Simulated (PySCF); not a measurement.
# CCSD(T)/def2-TZVPPD run of NH3 (ammonia)

What is the vertical singlet–triplet gap of NH3 (ammonia) at CCSD(T)/def2-TZVPPD? Input form: a Python script.

The calculation is run with PySCF 2.14.0.

3 further runs of the same task are left out: 3 set aside as unsound or not needed.

### 1 The system as given

NH3: 4 atoms, total charge 0, spin state singlet. As SMILES, `N`. The shape is that of a PBE0-D4/def2-TZVP optimisation.

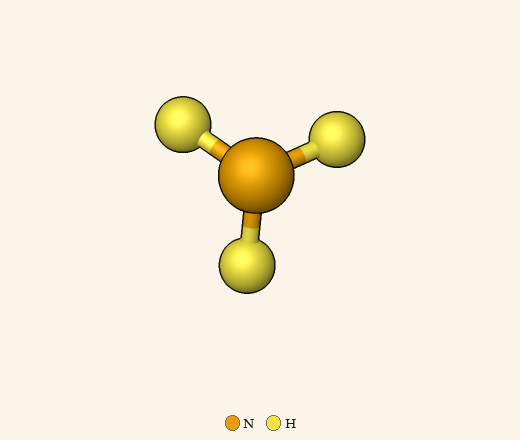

Viewed from a chosen angle; nitrogen amber, hydrogen yellow.

### 2 A single-point energy at CCSD(T)/def2-TZVPPD

calc.py

```python
from pyscf import gto, scf, cc

system = gto.M(
    atom='''
N     -0.069910     0.249470     0.110930
H      0.490470    -0.301820     0.749180
H     -0.887480    -0.301940    -0.118910
H      0.466920     0.354280    -0.741200
''',
    basis='def2-tzvppd',
    verbose=3,
    max_memory=1860,
    charge=0,
)

myscf = scf.RHF(system)
myscf.conv_tol = 1e-10
myscf.kernel()
if not myscf.converged:
    myscf = myscf.newton().run(myscf.mo_coeff, myscf.mo_occ)

mycc = cc.CCSD(myscf, frozen=1)
mycc.kernel()
e_t = mycc.ccsd_t()
e_tot = mycc.e_tot + e_t
print('E = %.10f Eh' % e_tot)
```

On the command line:

```console
OMP_NUM_THREADS=1 python calc.py
```

The log of the run:

```text
converged SCF energy = -56.2219458139386
E(CCSD) = -56.47064960703962  E_corr = -0.2487037931009733
CCSD(T) correction = -0.00794120774976952
E = -56.4785908148 Eh
```

It took 8.7 s on 1 thread of Arm Neoverse V2, shared host; peak memory 0.4 GiB.

### 3 The triplet

job.py

```python
from pyscf import gto, cc

mol = gto.M(
    atom='''
N     -0.132111     0.471430     0.209627
H      0.926854    -0.570357     1.415745
H     -1.677094    -0.570584    -0.224707
H      0.882351     0.669492    -1.400665
''',
    max_memory=1860,
    unit='bohr',
    verbose=3,
    spin=2,
    basis='def2-tzvppd',
)

hf = mol.UHF()
hf.conv_tol = 1e-10
hf.kernel()
if not hf.converged:
    hf = hf.newton().run(hf.mo_coeff, hf.mo_occ)

mycc = cc.CCSD(hf, frozen=1)
mycc.kernel()
e_t = mycc.ccsd_t()
energy = mycc.e_tot + e_t
print('E = %.10f Eh' % energy)
```

On the command line:

```console
OMP_NUM_THREADS=1 python job.py
```

The log of the run:

```text
WARN: HOMO 0.0518028204013063 >= LUMO -0.326818010108362

WARN: HOMO -0.16054701545329 >= LUMO -0.163908606720092

converged SCF energy = -56.0222077331532  <S^2> = 2.0067487  2S+1 = 3.0044957
E(UCCSD) = -56.23561215086749  E_corr = -0.2134044177143115
UCCSD(T) correction = -0.00630313380508277
E = -56.2419152847 Eh
```

It took 36 s on 1 thread of Arm Neoverse V2, shared host; peak memory 2.7 GiB.

### 4 What came out

At CCSD(T)/def2-TZVPPD, 1 core orbital frozen:

| quantity | value |
| --- | --- |
| singlet: total energy | -56.47859 Eh |
| singlet: dipole moment (Hartree–Fock density) | 1.60 D |
| singlet: HOMO energy (Hartree–Fock orbitals) | -11.65 eV |
| singlet: LUMO energy (Hartree–Fock orbitals) | 2.15 eV |
| singlet: HOMO–LUMO gap (Hartree–Fock orbitals) | 13.80 eV |
| singlet: correlation energy (1 core orbital frozen) | -256.6 mEh |
| singlet: (T) correction | -7.94 mEh |
| singlet: T1 diagnostic | 0.008 |
| triplet: total energy | -56.24192 Eh |
| triplet: dipole moment (Hartree–Fock density) | 0.72 D |
| triplet: HOMO energy (Hartree–Fock orbitals) (highest over α and β) | -3.99 eV |
| triplet: LUMO energy (Hartree–Fock orbitals) (lowest over α and β) | -1.23 eV |
| triplet: correlation energy (1 core orbital frozen) | -219.7 mEh |
| triplet: (T) correction | -6.30 mEh |
| triplet: ⟨S²⟩ of the reference determinant | 2.007 |
| triplet: T1 diagnostic | 0.016 |
| vertical energy of the triplet above the singlet | 6.440 eV |

In words: At this shape the triplet lies 6.44 eV (621 kJ/mol) above the singlet. Mulliken charges (singlet) of the mean-field density run from -0.36 on N1 to +0.12 on H2; in a basis this large or diffuse they mean little. The triples (singlet) make up 3.1 % of the correlation energy. Mulliken charges (triplet) of the mean-field density run from -2.74 on N1 to +0.91 on H2; in a basis this large or diffuse they mean little. The triples (triplet) make up 2.9 % of the correlation energy.
